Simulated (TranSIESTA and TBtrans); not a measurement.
Device: Sn chain with one bond stretched by 0.3 Å. Leads: straight Sn chain, spacing 2.75 Å. Geometry: as built, not relaxed.

Computed with TranSIESTA and TBtrans, PBE, DZP numerical orbitals (energy shift 0.15 eV), PseudoDojo norm-conserving scalar-relativistic potentials, mesh cutoff 200 Ry, 300 K, no spin polarisation, no spin-orbit coupling; self-consistent non-equilibrium Green functions.

Energies count from the leads' Fermi level. Transmissions are for one spin of a degenerate pair. The energy step is 0.01 eV; narrower resonances are cut or missed.

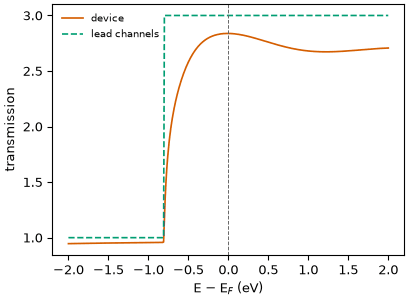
*Transmission against energy*

```tsv
E (eV)	T	lead channels
-2.00	0.95	1
-1.80	0.95	1
-1.60	0.95	1
-1.40	0.95	1
-1.20	0.95	1
-1.00	0.96	1
-0.80	1.17	band edge
-0.60	2.39	3
-0.40	2.70	3
-0.20	2.81	3
0.00	2.84	3
0.20	2.82	3
0.40	2.78	3
0.60	2.74	3
0.80	2.70	3
1.00	2.68	3
1.20	2.67	3
1.40	2.68	3
1.60	2.69	3
1.80	2.70	3
2.00	2.71	3
```

The straight chain is held at its spacing; free chains may zigzag or dimerise. No spin-polarised start was tried, so a magnetic state, if there is one, is missed.
